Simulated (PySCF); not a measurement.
## Electronic structure of SiF (charge −1, triplet) in real space

```xyz
2

Si    0.0000    0.0000   -0.6997
F     0.0000    0.0000    1.0303
```

The calculation used PBE0/aug-cc-pVDZ(-PP), non-relativistic Hamiltonian with scalar-relativistic core potentials where named, at a bond length of 1.730 Å in PySCF.

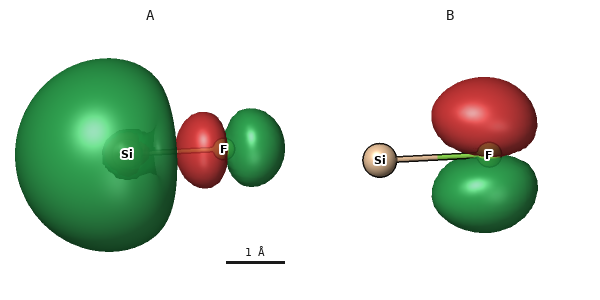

Figure 1. Two frontier β-spin orbitals, each drawn at the value that holds 80 % of its norm (green and red are the two phases), in no order; of a degenerate pair one member is drawn.

Label each orbital by symmetry, say whether it is occupied, and order them by energy.

Orbital B: π, occupied in this spin, −5.91 eV; mainly on F (90 %).
Orbital A: σ, occupied in this spin, −2.96 eV; mainly on Si (85 %).

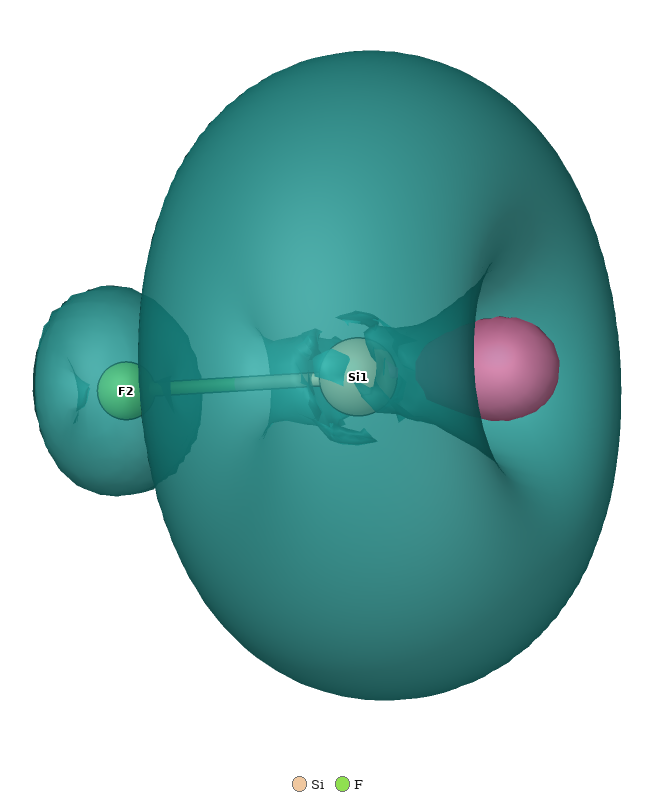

Figure 2. Isosurfaces of the spin density (α minus β) at +0.015 (teal) and −0.015 e/Å³ (pink), seen from one side.

Which atoms carry the spin?

The unpaired spin (2 electrons) lies mostly on Si1 (about 1.9) and F2 (about 0.1), in electrons by Hirshfeld's partition.

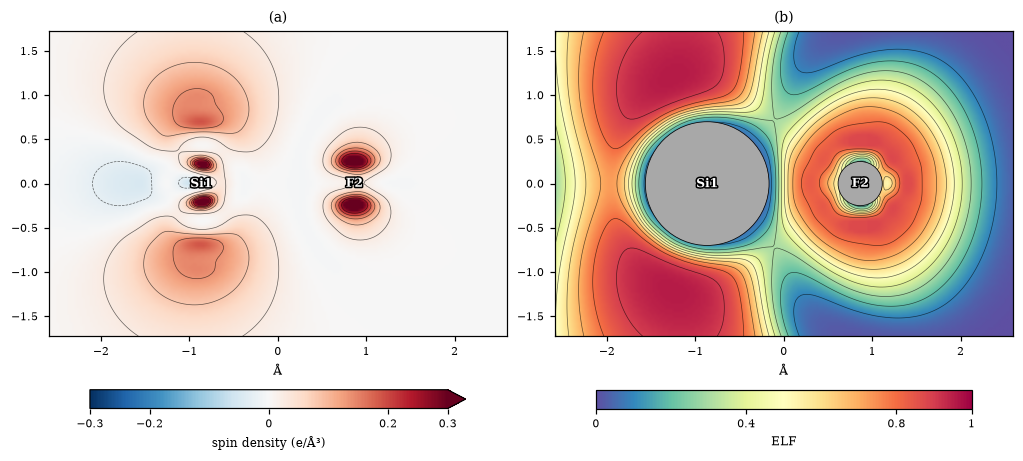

Figure 3. (a) spin density; (b) ELF on a plane that holds the molecular axis. Grey discs cover the atomic cores in the ELF map.

What does the map show?

The section cuts through Si and F sites.
Si–F (1.73 Å): the ELF peaks at about 0.85 in the valence shell of F, 0.6 Å from its nucleus, and is about 0.45 at the midpoint.
The ELF also peaks beside Si1 and F2, away from the bonds: non-bonding electrons, paired or unpaired.
